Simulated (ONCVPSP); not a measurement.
# Pseudopotential generation: Sb (part 2 of 2)

Continued. System: antimony (Sb, Z = 51), core [Ar] 3d10, reference valence 4s2 4p6 4d10 5s2 5p3, valence charge 23. Method: ONCV potential, revPBE, fully relativistic, made with ONCVPSP 4.0.1.

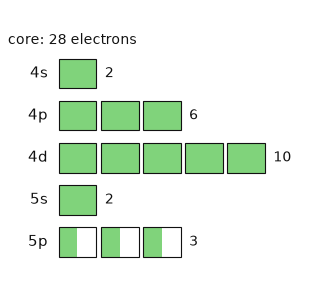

The valence shells of the reference configuration: a box for each of the 2l + 1 orbitals, shaded by the share of the shell that is filled, with the electron count at the right.

**The program's output (extracts), continued**
```
   n   l kap    f        eae           eps        diff
   1   0  -1  2.0000-1112.99762873
   2   0  -1  2.0000 -169.31196621
   2   1  -2  4.0000 -149.12513674
   2   1   1  2.0000 -158.37843242
   3   0  -1  2.0000  -33.19663511
   3   1  -2  4.0000  -27.02331891
   3   1   1  2.0000  -28.73097726
   3   2  -3  6.0000  -18.79218548
   3   2   2  4.0000  -19.14704845
   4   0  -1  2.0000   -5.46518968   -5.46515668    3.30E-05
   4   1  -2  4.0000   -3.64082153   -3.64084225   -2.07E-05
   4   1   1  2.0000   -3.95589723   -3.95588461    1.26E-05
   4   2  -3  6.0000   -1.21110060   -1.22920956   -1.81E-02
   4   2   2  4.0000   -1.25674904   -1.22920957    2.75E-02
   5   0  -1  2.0000   -0.46871963   -0.46869323    2.64E-05
   5   1  -2  2.0000   -0.16880680   -0.16879397    1.28E-05
   5   1   1  1.0000   -0.19101854   -0.19098619    3.23E-05

    Total energies and differences
      AE_ref= -6.48373578E+03  AE_tst= -6.48373578E+03  dif=  0.00E+00
      PS_ref= -2.42244474E+02  PS_tst= -2.42244474E+02  dif= -4.26E-13
      PSP excitation error=  4.26E-13

Test configuration 1

   n   l kap    f        eae           eps        diff
   1   0  -1  2.0000-1113.31403984
   2   0  -1  2.0000 -169.62689063
   2   1  -2  4.0000 -149.44021714
   2   1   1  2.0000 -158.69357661
   3   0  -1  2.0000  -33.51095700
   3   1  -2  4.0000  -27.33764452
   3   1   1  2.0000  -29.04533110
   3   2  -3  6.0000  -19.10649930
   3   2   2  4.0000  -19.46137060
   4   0  -1  2.0000   -5.77846578   -5.77844380    2.20E-05
   4   1  -2  4.0000   -3.95401790   -3.95395794    6.00E-05
   4   1   1  2.0000   -4.26913276   -4.26906562    6.71E-05
   4   2  -3  6.0000   -1.52341938   -1.54146077   -1.80E-02
   4   2   2  4.0000   -1.56915373   -1.54146078    2.77E-02
   5   0  -1  2.0000   -0.75529128   -0.75653987   -1.25E-03
   5   1  -2  1.3333   -0.42995948   -0.43125678   -1.30E-03
   5   1   1  0.6667   -0.45694053   -0.45822960   -1.29E-03

    Total energies and differences
      AE_ref= -6.48373578E+03  AE_tst= -6.48343152E+03  dif=  3.04E-01
      PS_ref= -2.42244474E+02  PS_tst= -2.41939780E+02  dif=  3.05E-01
      PSP excitation error= -4.32E-04

Test configuration 2

   n   l kap    f        eae           eps        diff
   1   0  -1  2.0000-1113.68485128
   2   0  -1  2.0000 -169.99462947
   2   1  -2  4.0000 -149.80825688
   2   1   1  2.0000 -159.06174412
   3   0  -1  2.0000  -33.87747273
   3   1  -2  4.0000  -27.70416375
   3   1   1  2.0000  -29.41191156
   3   2  -3  6.0000  -19.47300171
   3   2   2  4.0000  -19.82789067
   4   0  -1  2.0000   -6.14268062   -6.14468199   -2.00E-03
   4   1  -2  4.0000   -4.31795822   -4.31970389   -1.75E-03
   4   1   1  2.0000   -4.63319358   -4.63499571   -1.80E-03
   4   2  -3  6.0000   -1.88532370   -1.90524887   -1.99E-02
   4   2   2  4.0000   -1.93123888   -1.90524889    2.60E-02
   5   0  -1  2.0000   -1.07687801   -1.08348110   -6.60E-03
   5   1  -2  0.6667   -0.72431348   -0.73144644   -7.13E-03
   5   1   1  0.3333   -0.75637689   -0.76345801   -7.08E-03

    Total energies and differences
      AE_ref= -6.48373578E+03  AE_tst= -6.48284686E+03  dif=  8.89E-01
      PS_ref= -2.42244474E+02  PS_tst= -2.41351492E+02  dif=  8.93E-01
      PSP excitation error= -4.07E-03

Test configuration 3

   n   l kap    f        eae           eps        diff
   1   0  -1  2.0000-1114.10037120
   2   0  -1  2.0000 -170.40523707
   2   1  -2  4.0000 -150.21932871
   2   1   1  2.0000 -159.47301694
   3   0  -1  2.0000  -34.28615536
   3   1  -2  4.0000  -28.11284893
   3   1   1  2.0000  -29.82069601
   3   2  -3  6.0000  -19.88166375
   3   2   2  4.0000  -20.23658098
   4   0  -1  2.0000   -6.54761194   -6.55525879   -7.65E-03
   4   1  -2  4.0000   -4.72233181   -4.72933965   -7.01E-03
   4   1   1  2.0000   -5.03780260   -5.04498145   -7.18E-03
   4   2  -3  6.0000   -2.28619742   -2.31162830   -2.54E-02
   4   2   2  4.0000   -2.33240483   -2.31162831    2.08E-02
   5   0  -1  2.0000   -1.42369050   -1.44355900   -1.99E-02
   5   1  -2  0.0000   -1.04343835   -1.04343835    0.00E+00
   5   1   1  0.0000   -1.08079701   -1.08079701    0.00E+00

    Total energies and differences
      AE_ref= -6.48373578E+03  AE_tst= -6.48195330E+03  dif=  1.78E+00
      PS_ref= -2.42244474E+02  PS_tst= -2.40444257E+02  dif=  1.80E+00
      PSP excitation error= -1.77E-02

Test configuration 4

   n   l kap    f        eae           eps        diff
   1   0  -1  2.0000-1113.62987611
   2   0  -1  2.0000 -169.96044810
   2   1  -2  4.0000 -149.77300771
   2   1   1  2.0000 -159.02590933
   3   0  -1  2.0000  -33.83117359
   3   1  -2  4.0000  -27.65769675
   3   1   1  2.0000  -29.36601163
   3   2  -3  6.0000  -19.42937493
   3   2   2  4.0000  -19.78448533
   4   0  -1  2.0000   -6.05387940   -6.05768941   -3.81E-03
   4   1  -2  4.0000   -4.21619544   -4.22076906   -4.57E-03
   4   1   1  2.0000   -4.53659401   -4.54070506   -4.11E-03
   4   2  -3  5.4000   -1.75512930   -1.77908339   -2.40E-02
   4   2   2  3.6000   -1.80310927   -1.77908339    2.40E-02
   5   0  -1  2.0000   -0.83863312   -0.83796476    6.68E-04
   5   1  -2  2.0000   -0.48460893   -0.48387976    7.29E-04
   5   1   1  1.0000   -0.51627080   -0.51548857    7.82E-04

    Total energies and differences
      AE_ref= -6.48373578E+03  AE_tst= -6.48224069E+03  dif=  1.50E+00
      PS_ref= -2.42244474E+02  PS_tst= -2.40747052E+02  dif=  1.50E+00
      PSP excitation error= -2.33E-03
```

**Key numbers**

- outcome: generated; no spin-orbit splitting in 4d; the pseudo-atom misses its reference levels by up to 0.75 eV (4d)
- reference test: the pseudo-atom misses its own reference levels by up to 0.75 eV
- cutoffs needed: 79 Ha and 230 Ha (the cutoffs at which the residual kinetic energy of the hardest occupied pseudo-wave falls to 1 and 0.1 mHa per electron)
- ghost test: no bound ghost flagged; no localised positive-energy state flagged (flags above 300 eV left out)
- largest excitation error: -482 meV (all-electron minus pseudo) for 4s2 4p6 4d10 5s2 5p0, out of 4 test configurations
- rms error of d²Exc/dni dnj: 6.37 mHa without and 0.87 mHa with the model core
- range over which the phases arctan(r R′/R) at the test radius agree within 0.05 rad (a looser test near the poles than one of phase shifts): s: over the whole range computed; p3/2: over the whole range computed; p1/2: over the whole range computed; d5/2: over the whole range computed; d3/2: over the whole range computed; f7/2: not judged, local potential alone; f5/2: not judged, local potential alone
- hardware: 1 CPU thread, shared host
- wall time: 9.4 s

**Notes**

An excitation error of 482 meV in its own tests makes this a poorly transferable potential. The potential has no spin-orbit splitting in 4d, whose channel is the local potential: both pseudo levels lie at −1.2292 Ha, against −1.2111 and −1.2567 Ha all-electron.
